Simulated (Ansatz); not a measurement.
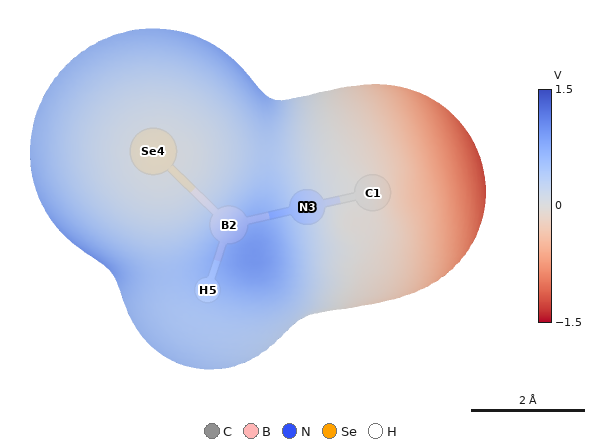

CHBNSe (doublet). The molecular electrostatic potential painted on the density surface at 0.001 e/bohr³, seen at a tilt; the colour scale runs from red (negative) to blue (positive).

Geometry: PBE-D3(BJ)/def2-SVP.

Theory: isolated molecule in a Gaussian basis; Kohn-Sham density functional theory, functional PBE0 (Ansatz 0.2.0).

```yaml
atoms:
  - { symbol: C, position_ang: [0.7957, -0.6826, -2.2633] }
  - { symbol: B, position_ang: [0.0226, -0.3522, 0.2279] }
  - { symbol: N, position_ang: [0.4498, -0.5328, -1.1300] }
  - { symbol: Se, position_ang: [1.2177, -0.3143, 1.7001] }
  - { symbol: H, position_ang: [-1.1597, -0.2129, 0.4878] }
```

### Describe the electrostatic potential map.

The most negative region (about −1.2 V, or −28 kcal/mol for a unit charge) lies over C1, the most positive (about +0.9 V, or +21 kcal/mol for a unit charge) over B2 and Se4.

### What dipole moment does the calculation give?

Its dipole moment is 2.54 D.
